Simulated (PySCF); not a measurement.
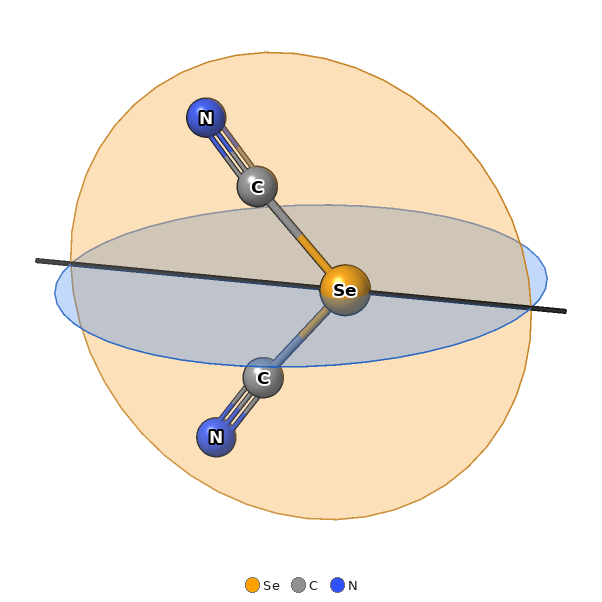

All proper rotation axes (lines) and mirror planes (discs) of the structure are drawn in. Atoms fade into the background with distance from the viewer. The computed structure is the end point of a PBE0-D3(BJ)/def2-SVP optimisation. No frequency run is at hand to confirm it as a minimum.

> What is the order of each axis, and which point group results?

It has 1 C2 axis and 2 mirror planes. Point group C2v. The group has 4 operations. The geometry is achiral, and symmetry allows a dipole moment.
